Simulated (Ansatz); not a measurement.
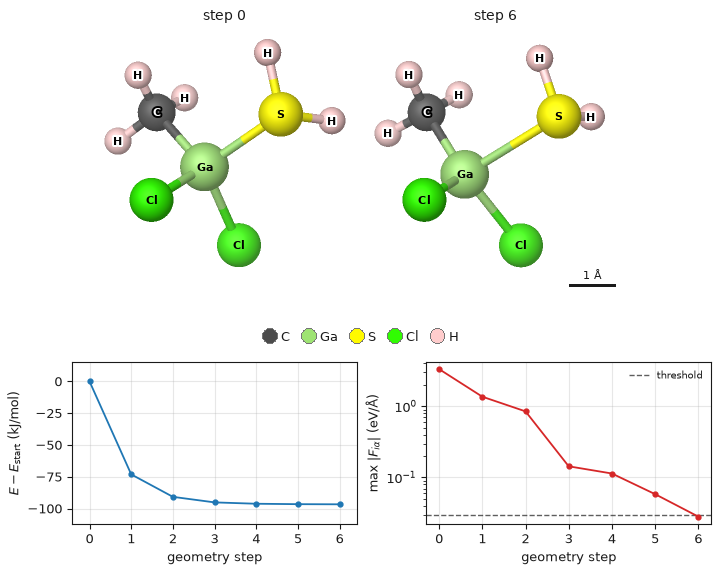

First and last geometry of a relaxation of CH5Cl2GaS (coarse preliminary run), with the history of the run. A ball-and-stick model, seen from a free direction.

The start comes from a force field.

Theory: Ansatz, RKS PBE-D4/def2-SVP. Settings: force threshold 0.03 eV/Å; at most 200 steps.

Read the history and describe the run.

It converged. After 6 geometry steps the energy has fallen by 96.6 kJ/mol. The largest force component goes from 3.3 to 0.028 eV/Å. An H atom moves most after the best rigid fit: 0.33 Å. By element the largest moves are H 0.33 Å, Ga 0.30 Å, Cl 0.29 Å, S 0.22 Å, C 0.06 Å. Near-neighbour distances that change, for instance: Ga–S 2.196 → 2.648 Å, C–H 1.056 → 1.108 Å, C–H 1.149 → 1.108 Å, H–S 1.405 → 1.364 Å. Among the angles between lasting bonds that change: S–Ga–Cl 109.7° → 93.3°, Ga–S–H 110.4° → 94.6°, H–S–H 105.5° → 92.5°.

| step | E − E(0), kJ/mol | largest force component, eV/Å |
| --- | --- | --- |
| 0 | 0.00 | 3.3227 |
| 1 | -73.10 | 1.3624 |
| 2 | -90.76 | 0.8481 |
| 3 | -95.12 | 0.1435 |
| 4 | -96.19 | 0.1137 |
| 5 | -96.52 | 0.0584 |
| 6 | -96.63 | 0.0282 |
